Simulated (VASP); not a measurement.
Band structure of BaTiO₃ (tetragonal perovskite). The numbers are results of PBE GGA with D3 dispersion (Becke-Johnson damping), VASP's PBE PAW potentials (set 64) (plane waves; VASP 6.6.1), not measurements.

Unless said otherwise, spin-orbit coupling is left out, though it shifts the bands of the heavy elements here.

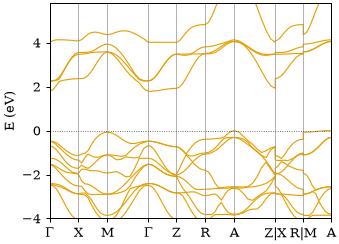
*Bands along high-symmetry lines, zero at the valence-band maximum or, without a gap, the Fermi level*

Q: Read the plot: is there a gap, and where are the band edges?

A: The gap is indirect, 1.79 eV, from the valence maximum at A to the conduction minimum at Γ. (Edges off the drawn lines would not show.)

The compound is BaTiO3 in the tetragonal perovskite structure. It was relaxed first.
